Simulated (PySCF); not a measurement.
# C$_{2}$H$_{8}$F$_{3}$PSi$_{2}$: what the fields show

```xyz
16

F    -3.1508   -1.0982    0.0938
C    -2.6003    0.1060   -0.1367
F    -2.4440    0.1928   -1.4701
F    -3.5463    1.0106    0.1805
C    -1.3198    0.3043    0.6027
Si   -0.0737   -1.0502    0.0899
P     1.7076   -0.6921    1.3784
Si    2.8182    0.9186    0.2906
H    -0.9554    1.3049    0.3746
H    -1.5374    0.2576    1.6687
H     0.1316   -0.9488   -1.3600
H    -0.6328   -2.3595    0.4296
H     2.4250   -1.7450    0.8520
H     4.1934    0.8808    0.7842
H     2.1689    2.1811    0.6426
H     2.8083    0.7461   -1.1647
```

Geometry: GFN2-xTB.

Method: PBE0/pcSseg-1, SCF density, gas phase, non-relativistic in PySCF.

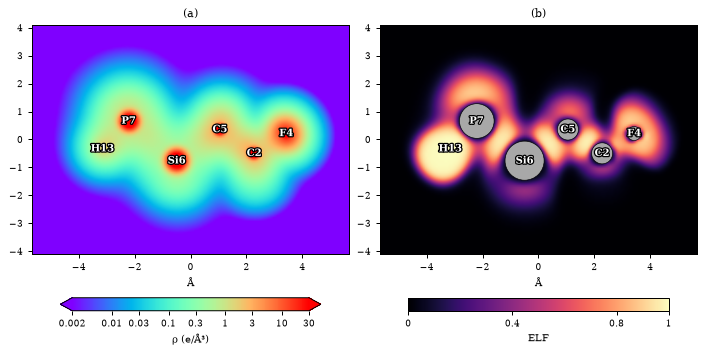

Figure 1. (a) electron density; (b) ELF on the plane of atoms F4, C2 and C5. Grey discs cover the atomic cores in the ELF map.

Question: What does the map show?

Answer:
- Atoms in the plane: C, F, Si, P and H.
- C–F (1.35 Å): ρ at the midpoint is about 2.3 e/Å³, with its minimum of 1.9 e/Å³ about 0.5 Å from C; the ELF peaks at about 0.85 between the atoms: a shared but strongly polarised pair.
- C–C (1.49 Å): the density is about 1.8 e/Å³ at the midpoint; the ELF peaks at about 0.95 between the atoms: localised, covalent bonding.
- C–Si (1.91 Å): ρ is about 0.9 e/Å³ halfway; the ELF peaks at about 0.95 between the atoms, as expected for localised, covalent bonding.
- Si–P (2.23 Å): ρ is about 0.75 e/Å³ halfway; the ELF peaks at about 0.95 between the atoms (a shared electron pair).
- P–H (1.38 Å): the density is about 1.1 e/Å³ at the midpoint; the ELF climbs to about 1 towards the hydrogen, as it does in any bond to H.
- The ELF also peaks beside F4, away from the bonds: lone-pair regions.

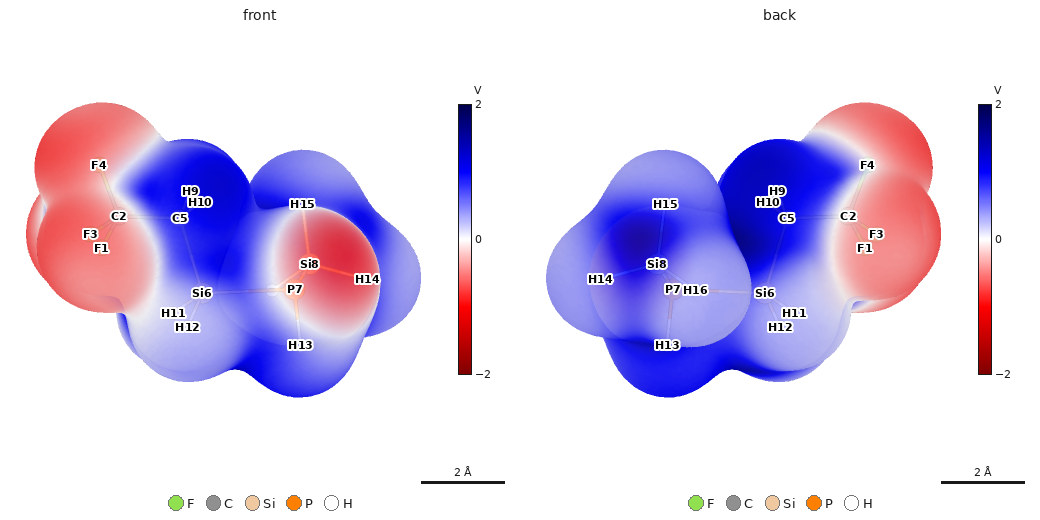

Figure 2. The electrostatic potential painted on the density surface at 0.002 e/bohr³, seen from the front and from behind; red is negative and blue positive.

Question: Where is the surface potential most negative and most positive?

Answer: The most negative region (about −0.8 V) lies over P7, the most positive (about +1.6 V) over Si6 and Si8.

Question: What dipole moment does the calculation give?

Answer: Its dipole moment is 2.41 D.
